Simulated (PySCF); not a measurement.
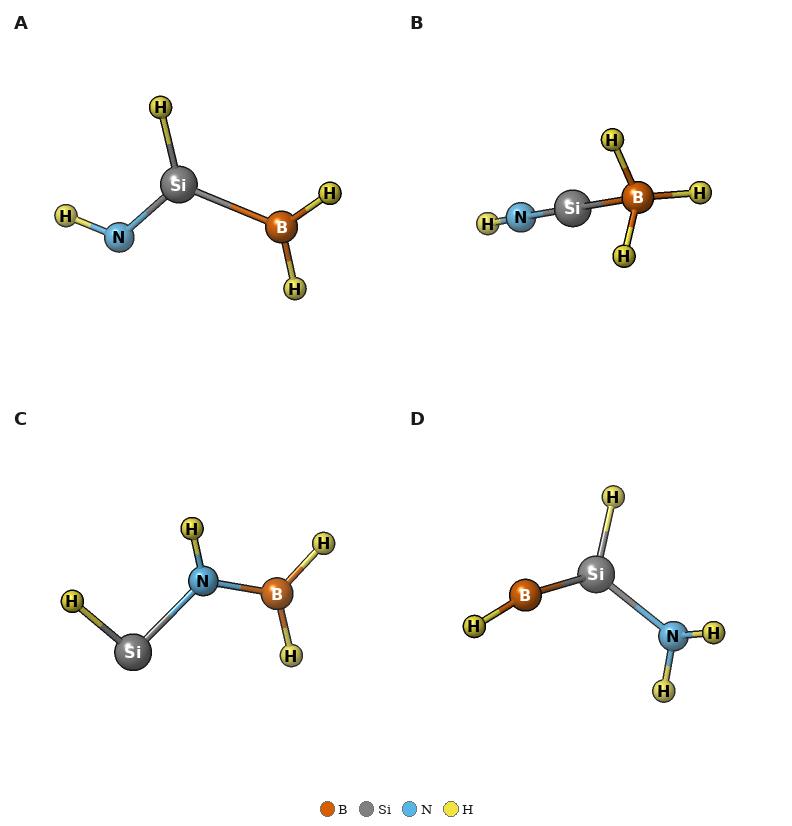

4 stationary structures of one formula. Geometries: PBE-D4/def2-SVP. Electronic energies: PBE-D4/def2-SVP (PySCF 2.14.0), without zero-point energy. No frequency run is at hand to confirm each as a minimum. Each is one conformer, not always the lowest.

**Which is lowest in energy, and by how much?**

C is lowest (Cs); B lies 25.1 kcal/mol above it (C3v), A lies 46.1 kcal/mol above it (Cs), D lies 58.3 kcal/mol above it (C1).
